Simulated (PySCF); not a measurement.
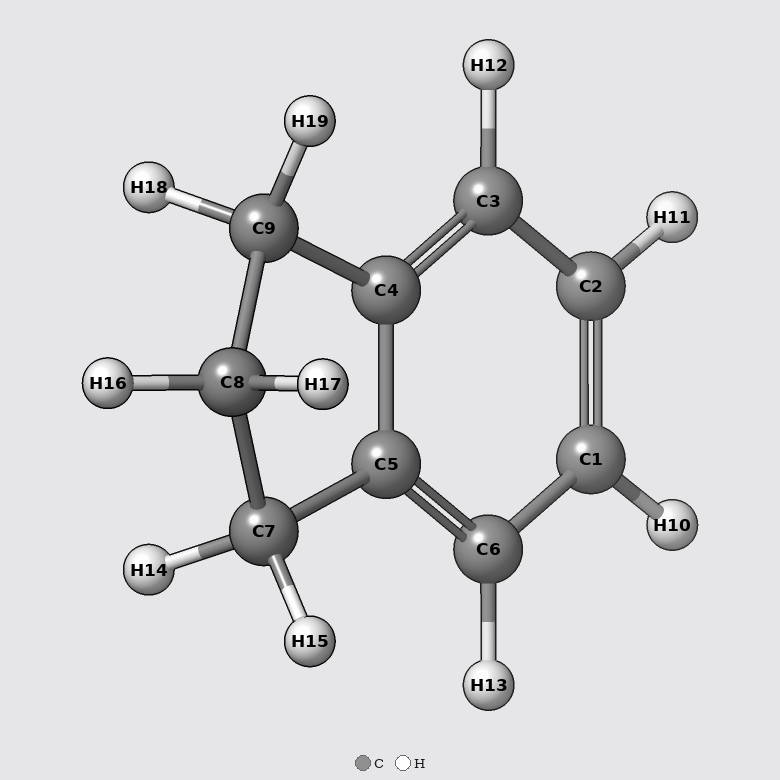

The geometry was computed by an optimisation with PBE0-D3(BJ)/def2-SVP. No frequency run is at hand to confirm it as a minimum. Level of theory: delta-SCF UKS SCAN, pcX-2 on the ionised atom, pcseg-1 elsewhere, spin-free X2C (PySCF 2.14.0).

Give the core-electron binding energies (to vacuum) of C1 1s, C3 1s, C4 1s, C7 1s, C8 1s.

```csv
atom,level,binding energy (eV)
C1,1s,289.9
C3,1s,289.9
C4,1s,289.9
C7,1s,290.5
C8,1s,290.5
```
